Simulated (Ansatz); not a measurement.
**CH₆FGeN: density, localisation and related maps**

The calculation's input:

```
crystal:
  periodic: [false, false, false]
  atoms:
    - {symbol: C, position_ang: [0.116930, 1.056352, -0.944636]}
    - {symbol: N, position_ang: [-0.614613, 0.348315, 0.088170]}
    - {symbol: Ge, position_ang: [0.124600, -1.008728, 1.021903]}
    - {symbol: F, position_ang: [0.423860, -2.404608, 0.002987]}
    - {symbol: H, position_ang: [0.128827, 0.539846, -1.911904]}
    - {symbol: H, position_ang: [-0.304275, 2.054616, -1.094440]}
    - {symbol: H, position_ang: [1.155227, 1.190670, -0.630877]}
    - {symbol: H, position_ang: [-1.595757, 0.244999, -0.121900]}
    - {symbol: H, position_ang: [1.513386, -0.582751, 1.507504]}
    - {symbol: H, position_ang: [-0.865086, -1.489910, 2.086193]}
basis:
  gaussian: {orbitals: def2-TZVPP}
hamiltonian: {xc: pbe0, dispersion: d4}
output: {orbitals: {seedname: orbitals}}
```

Command:

```sh
ansatz run in.yaml --threads 4 --pin off --events-out ev --progress --plain --max-ram 10444MiB
```

Geometry: PBE0-D4/def2-TZVP.

All numbers below come from RKS PBE0-D4/def2-TZVPP (Ansatz 0.2.0).

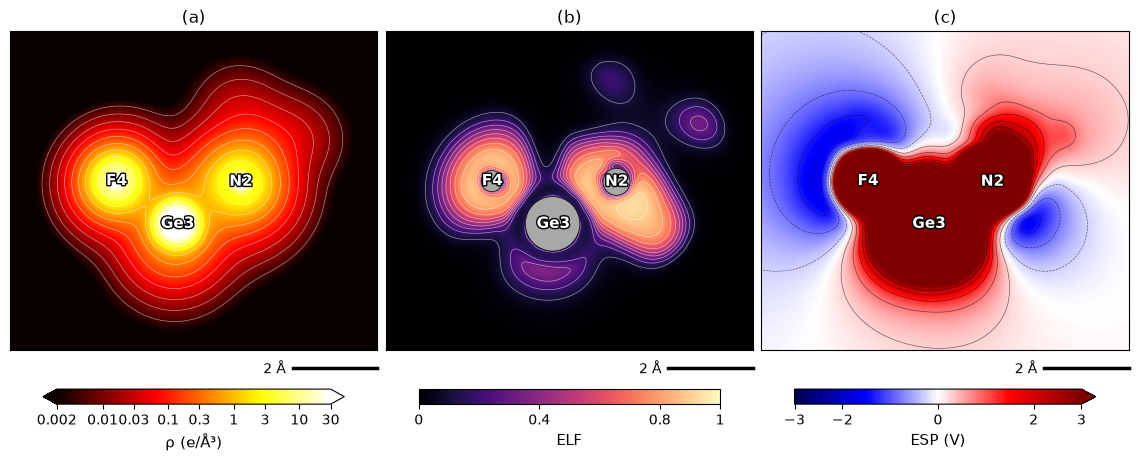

Figure 1. (a) electron density; (b) ELF; (c) molecular electrostatic potential on the plane of atoms N2, Ge3 and F4. Grey discs cover the atomic cores in the ELF map.

### Read the bonding off the picture.

The plane passes through N, Ge and F nuclei.
Ge–F (1.75 Å): the density is about 0.94 e/Å³ at the midpoint; the ELF peaks at about 0.80 in the valence shell of F, 0.5 Å from its nucleus, and is about 0.25 at the midpoint.
Ge–N (1.81 Å): ρ at the midpoint is about 1 e/Å³; the ELF peaks at about 0.85 in the valence shell of N, 0.6 Å from its nucleus, and is about 0.50 at the midpoint.
The ELF also peaks beside N2 and F4, away from the bonds: lone-pair regions.
Outside the dense part of the molecule the potential is most negative (−1.7 V) near F4.

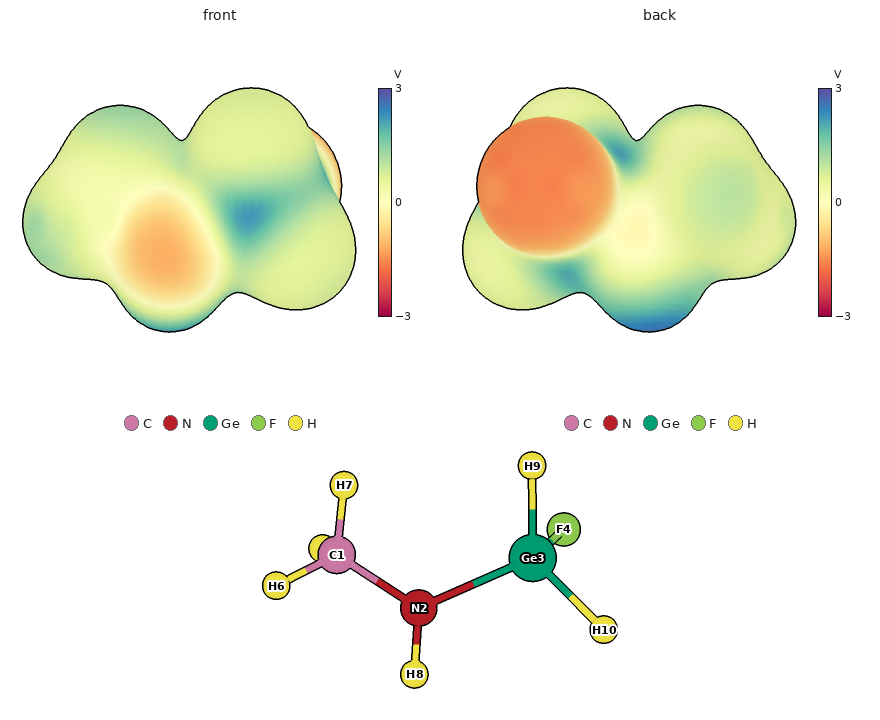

Figure 2. The electrostatic potential painted on the density surface at 0.004 e/bohr³, seen from the front and from behind; the colour scale runs from red (negative) to blue (positive). The bare structure is drawn below in the same view.

### Where is the surface potential most negative and most positive?

The most negative region (about −1.6 V) lies over F4, the most positive (about +2.5 V) over H8.

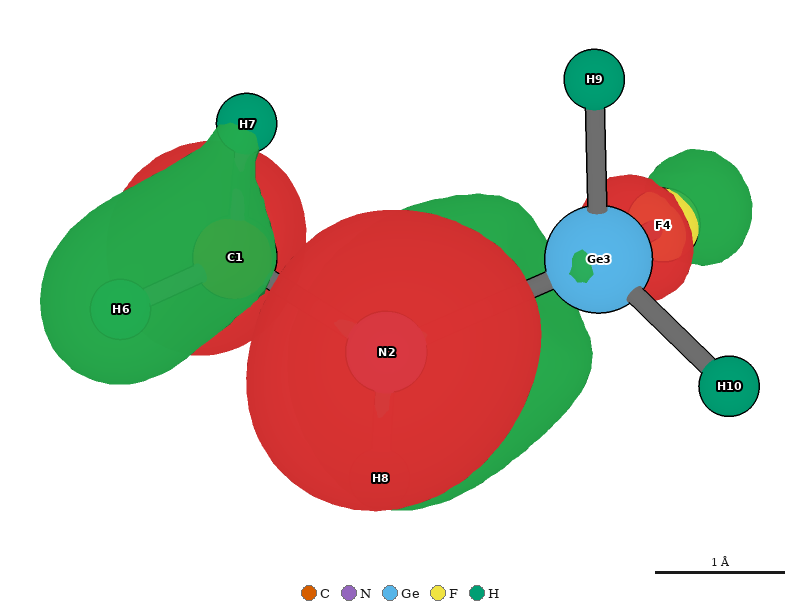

Figure 3. The HOMO at ±0.1 Å⁻³ᐟ² (green and red are the two phases), seen across its widest extent.

### Where does this orbital lie, and at what energy?

It lies mainly on N2 (about 60 %), C1 (about 10 %), Ge3 (about 10 %) and H5 (about 5 %). Its energy is −7.20 eV.
